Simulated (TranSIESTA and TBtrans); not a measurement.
Junction: Ga chain with one Zn atom in place of Ga. Leads: straight Ga chain, spacing 2.55 Å. Geometry: 3 atoms about the centre moved by SIESTA (PBE, DZP) to a largest force of 0.03 eV/Å, all others as built, motion along the axis alone.

Method: TranSIESTA and TBtrans, PBE, DZP numerical orbitals (energy shift 0.15 eV), PseudoDojo norm-conserving scalar-relativistic potentials, mesh cutoff 200 Ry, 300 K, no spin polarisation, no spin-orbit coupling; self-consistent non-equilibrium Green functions.

Energies count from the leads' Fermi level. Transmissions are for one spin of a degenerate pair. The energy step is 0.01 eV; narrower resonances are cut or missed.

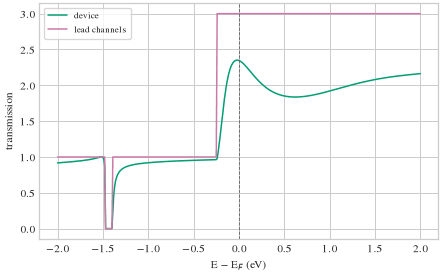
*Transmission against energy*

```csv
E (eV),T,lead channels
-2.00,0.92,1
-1.80,0.94,1
-1.60,0.98,1
-1.40,0,0
-1.20,0.88,1
-1.00,0.92,1
-0.80,0.94,1
-0.60,0.95,1
-0.40,0.96,1
-0.20,1.37,3
0.00,2.35,3
0.20,2.08,3
0.40,1.89,3
0.60,1.84,3
0.80,1.86,3
1.00,1.92,3
1.20,1.99,3
1.40,2.05,3
1.60,2.10,3
1.80,2.14,3
2.00,2.16,3
```

The straight chain is held at its spacing; free chains may zigzag or dimerise. No spin-polarised start was tried, so a magnetic state, if there is one, is missed.
